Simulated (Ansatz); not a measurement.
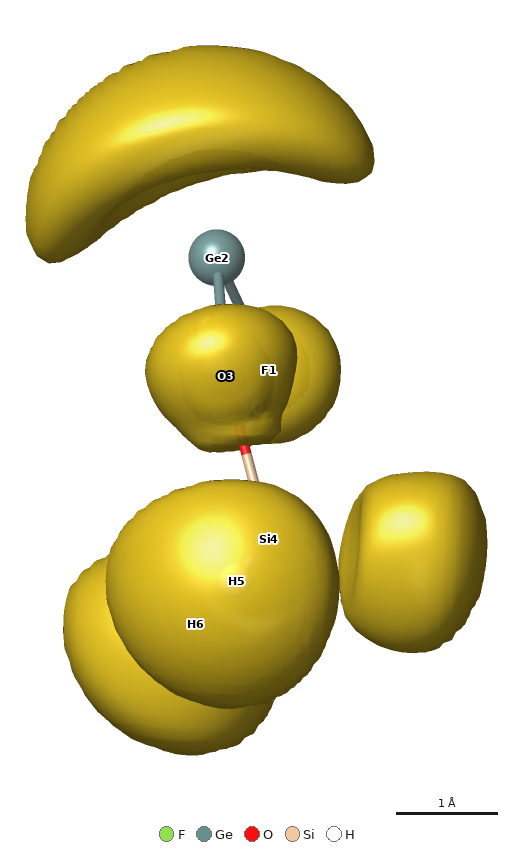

FGeH2OSi (SMILES [F][Ge][O][SiH2]) (doublet). Isosurface of the ELF at 0.8 (yellow), seen at an oblique angle. Only the valence region is drawn (cores and ρ < 0.01 e/Å³ removed).

Geometry: r2SCAN-D4/def2-SVP.

Theory: isolated molecule in a Gaussian basis; Kohn-Sham density functional theory, functional PBE0 in Ansatz 0.2.0.

The calculation's input:

```
basis:
  gaussian:
    orbitals: def2-TZVPD
crystal:
  periodic: [false, false, false]
  atoms:
    - {symbol: F, position_ang: [0.362991, 1.107989, 2.587268]}
    - {symbol: Ge, position_ang: [0.918695, 2.360405, 1.470524]}
    - {symbol: O, position_ang: [0.683948, 1.410321, -0.018427]}
    - {symbol: Si, position_ang: [0.128545, -0.129851, -0.395340]}
    - {symbol: H, position_ang: [0.367924, -0.357125, -1.854470]}
    - {symbol: H, position_ang: [0.832446, -1.171397, 0.418676]}
magnetization:
  spin_polarized: true
  initial_magnetization: 1
hamiltonian:
  xc: {name: PBE0}
output: {forces: true, orbitals: {seedname: orbitals}}
```

Run with:

```sh
ansatz run input.yaml --threads 2 --pin off --max-ram 4350MiB --events-out events.jsonl --progress --plain --runs-dir runs
```

Question: Identify the bonds, lone pairs and shells in this picture.

Answer: The surface consists of two regions around hydrogen nuclei, one lobe on Ge, pointing away from the bonds (non-bonding electrons), one lobe on Si, pointing away from the bonds (non-bonding electrons), one region wrapped around F (its valence shell) and one region wrapped around O (its valence shell). Profiles from the grid: Si–O (1.68 Å): the ELF peaks at about 0.85 between the atoms, as expected for a shared but strongly polarised pair. Ge–F (1.77 Å): the ELF peaks at about 0.80 in the valence shell of F, 0.5 Å from its nucleus, and is about 0.25 at the midpoint.
